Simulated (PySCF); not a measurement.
# C4H5ClO2Si: electronic excitations

Wanted: the electronic excitations of C4H5ClO2Si (`O=C=C(C=O)[SiH2]CCl`), by calculation.

Computed with PySCF 2.14.0, with density-fitted response routines of our own, on a single molecule in the gas phase. Atoms count from 0, in the outputs and in this text.

### Step 1. The starting structure

13 atoms, charge 0, multiplicity 1; geometry from: GFN2-xTB.

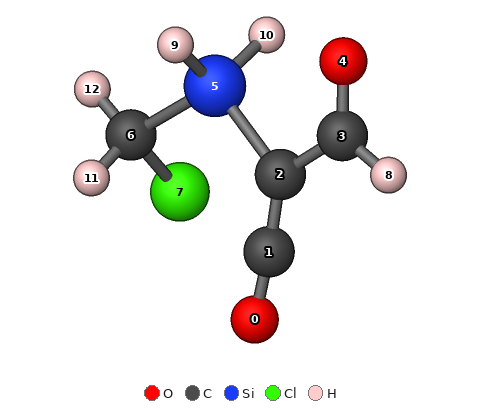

The starting geometry (oxygen red, carbon dark grey, silicon blue, chlorine green, hydrogen pink), atoms numbered.

### Step 2. TDDFT and polarisability: B3LYP/def2-SVPD

What the job is given:

```
{"job": {"kind": "uv", "xc": "B3LYP", "basis": "def2-SVPD", "nstates": 8, "ntriplets": 3}, "charge": 0, "multiplicity": 1}
O     -0.392115     2.305209    -1.657446
C     -0.703915     1.356640    -1.075598
C     -0.977340     0.296420    -0.381979
C     -2.217802    -0.397520    -0.212859
O     -2.275709    -1.392905     0.477780
Si     0.285078    -0.713685     0.635068
C      1.968892     0.174992     0.434135
Cl     2.374187     0.218230    -1.305032
H     -3.103788     0.002091    -0.726813
H     -0.101951    -0.656013     2.042511
H      0.390720    -2.038822     0.039132
H      1.975409     1.204554     0.783222
H      2.773946    -0.358703     0.930152
```

With the program's defaults for keys left out, this is: TDDFT B3LYP/def2-SVPD, vertical, gas phase, core orbitals frozen in the response.

Run with:

```bash
> OMP_NUM_THREADS=1 python probes_run.py task.json out
```

One launch serves the whole session: the jobs run in the order shown.

The program printed:

```text
coarse grid: 12864 points
cycle   1  E = -1054.7902848952  dE =  1.237e+00  |g| = 9.999e-01  |ddm| = 5.490e+00
cycle   2  E = -1053.7723126652  dE =  1.018e+00  |g| = 2.439e+00  |ddm| = 7.881e+00
cycle   3  E = -1054.9823488132  dE = -1.210e+00  |g| = 2.336e-01  |ddm| = 7.054e+00
cycle   4  E = -1054.9925436464  dE = -1.019e-02  |g| = 1.303e-01  |ddm| = 5.808e-01
cycle   5  E = -1054.9958423263  dE = -3.299e-03  |g| = 4.639e-02  |ddm| = 2.195e-01
cycle   6  E = -1054.9962195215  dE = -3.772e-04  |g| = 1.528e-02  |ddm| = 5.700e-02
cycle   7  E = -1054.9962664686  dE = -4.695e-05  |g| = 4.918e-03  |ddm| = 3.352e-02
cycle   8  E = -1054.9962723345  dE = -5.866e-06  |g| = 1.624e-03  |ddm| = 9.994e-03
final grid: 117784 points
cycle   9  E = -1055.1456308497  dE = -2.220e-05  |g| = 6.040e-03  |ddm| = 1.123e-01
cycle  10  E = -1055.1456023786  dE =  2.847e-05  |g| = 1.308e-02  |ddm| = 2.861e-02
cycle  11  E = -1055.1456387813  dE = -3.640e-05  |g| = 1.361e-03  |ddm| = 2.025e-02
cycle  12  E = -1055.1456391742  dE = -3.930e-07  |g| = 2.488e-04  |ddm| = 2.214e-03
cycle  13  E = -1055.1456391885  dE = -1.429e-08  |g| = 1.145e-04  |ddm| = 6.971e-04
cycle  14  E = -1055.1456391909  dE = -2.387e-09  |g| = 7.199e-05  |ddm| = 2.676e-04
cycle  15  E = -1055.1456391920  dE = -1.112e-09  |g| = 1.392e-05  |ddm| = 1.002e-04
cycle  16  E = -1055.1456391921  dE = -3.888e-11  |g| = 5.318e-06  |ddm| = 2.569e-05
converged SCF energy = -1055.1456391921

Static polarisability (au): isotropic 93.292, principal 70.762 92.321 116.794

Singlet excitations
state   eV       nm        f      main configurations
  1   4.1439    299.2   0.00127   H->L 0.84, H-1->L 0.13
  2   4.4969    275.7   0.00057   H-1->L+1 0.72, H-2->L+1 0.14, H->L+1 0.12
  3   4.7837    259.2   0.00052   H-1->L 0.80, H->L 0.12
  4   5.1304    241.7   0.01115   H-2->L 0.85
  5   5.5761    222.3   0.02710   H-3->L 0.75, H->L+1 0.12, H-2->L+1 0.08
  6   5.6040    221.2   0.00826   H-2->L+1 0.57, H-3->L 0.20, H->L+1 0.18
  7   5.8474    212.0   0.13888   H->L+1 0.34, H-2->L+1 0.20, H-1->L+1 0.16
  8   6.1233    202.5   0.00133   H-3->L+1 0.99

Triplet excitations (Tamm-Dancoff, eV): 3.8655 4.0122 4.0685
```

It took 76 s on 1 thread of Arm Neoverse N1, shared host; peak memory 0.85 GiB.

The orbitals next to the gap, with their largest atomic shares:

| orbital | eV | atoms |
| --- | --- | --- |
| HOMO−3 | -8.54 | Cl7 77 %, C6 13 % |
| HOMO−2 | -8.18 | Cl7 43 %, C6 14 %, O4 13 % |
| HOMO−1 | -7.87 | O4 47 %, C2 10 %, C3 10 % |
| HOMO | -7.74 | C2 28 %, O4 18 %, O0 13 % |
| LUMO | -2.11 | C1 35 %, O0 28 %, C2 13 % |
| LUMO+1 | -1.74 | C3 30 %, O4 27 %, C1 17 % |
| LUMO+2 | -0.25 | Cl7 35 %, C6 20 %, Si5 15 % |

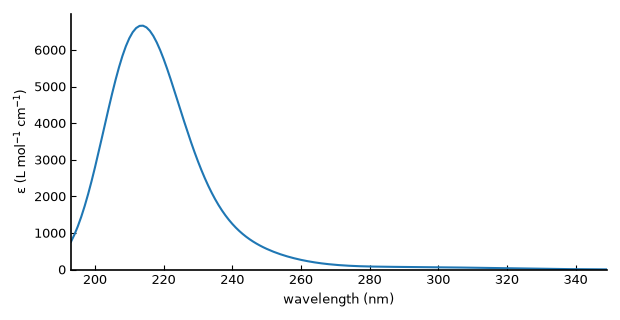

Absorption spectrum: each of the 8 states is a Gaussian band of 0.4 eV half-width at 1/e. Beyond the last state computed it falls off for lack of states.

Ground-state properties from the same run:

| property | computed |
| --- | --- |
| dipole moment (D) | 1.50 |
| polarisability (Å³) | 13.82 |
| HOMO–LUMO gap (eV) | 5.63 |
| −ε(HOMO) (eV) | 7.74 |

### Step 3. Results

```
                                quantity                        value
        lowest singlet (B3LYP/def2-SVPD)  4.14 eV (299 nm), f = 0.001
brightest single state of those computed  state 7, 5.85 eV, f = 0.139
                          lowest triplet                      3.87 eV
```

What this shows: The lowest singlet, at 4.14 eV, is HOMO→LUMO 0.84, HOMO−1→LUMO 0.13 and is weak; of the 8 states computed, the strongest absorption comes from state 7 at 5.85 eV. The lowest triplet lies 0.28 eV below the lowest singlet (triplets in Tamm-Dancoff, singlets in full TDDFT).
